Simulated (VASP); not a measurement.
Band structure of Ga₄As₃Sb (ordered alloy cell). These are PBEsol GGA, VASP's PBE PAW potentials (set 64) (plane waves; VASP) values and carry that method's errors.

Unless said otherwise, spin-orbit coupling is left out, though it shifts the bands of the heavy elements here.

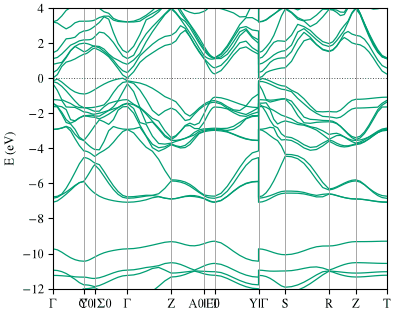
*Bands along high-symmetry lines, zero at the valence-band maximum or, without a gap, the Fermi level*

Q: Read the plot: is there a gap, and where are the band edges?

A: The gap is indirect, 0.01 eV, from the valence maximum at Σ0-Γ at 0.86 to the conduction minimum at Γ. (Edges off the drawn lines would not show.)

The structure was generated: Ga4As3Sb was put into an ordered model structure (Amm2), which need not be its known phase. It was relaxed first.
